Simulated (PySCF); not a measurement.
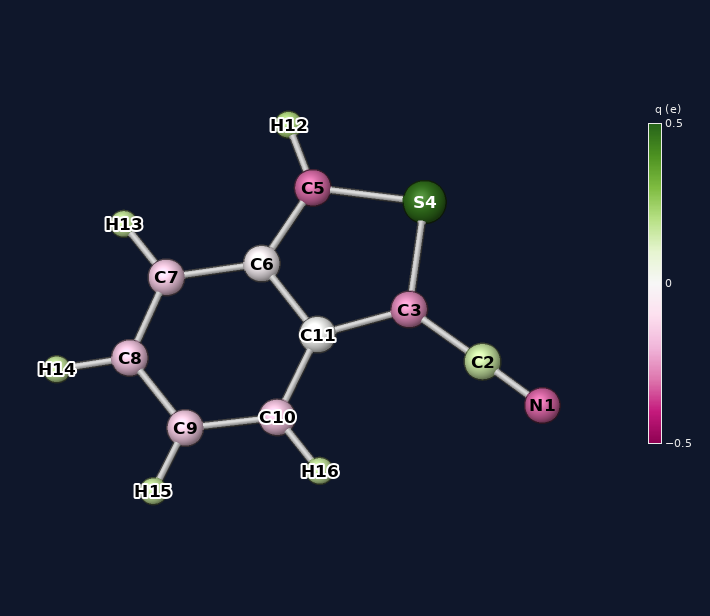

Atoms are coloured by their IAO charges. Computed geometry: PBE0-D3(BJ)/def2-SVP optimisation. No frequency run is at hand to confirm it as a minimum. Method: PBE0/pcSseg-1 in dimethylsulfoxide (IEF-PCM) (PySCF 2.14.0).

Give the IAO charges atom by atom.

```json
{"atom": "N1", "value (e)": "−0.32"}
{"atom": "C2", "value (e)": "0.16"}
{"atom": "C3", "value (e)": "−0.26"}
{"atom": "S4", "value (e)": "0.47"}
{"atom": "C5", "value (e)": "−0.31"}
{"atom": "C6", "value (e)": "−0.03"}
{"atom": "C7", "value (e)": "−0.15"}
{"atom": "C8", "value (e)": "−0.16"}
{"atom": "C9", "value (e)": "−0.14"}
{"atom": "C10", "value (e)": "−0.16"}
{"atom": "C11", "value (e)": "0.00"}
{"atom": "H12", "value (e)": "0.21"}
{"atom": "H13", "value (e)": "0.17"}
{"atom": "H14", "value (e)": "0.17"}
{"atom": "H15", "value (e)": "0.17"}
{"atom": "H16", "value (e)": "0.17"}
```
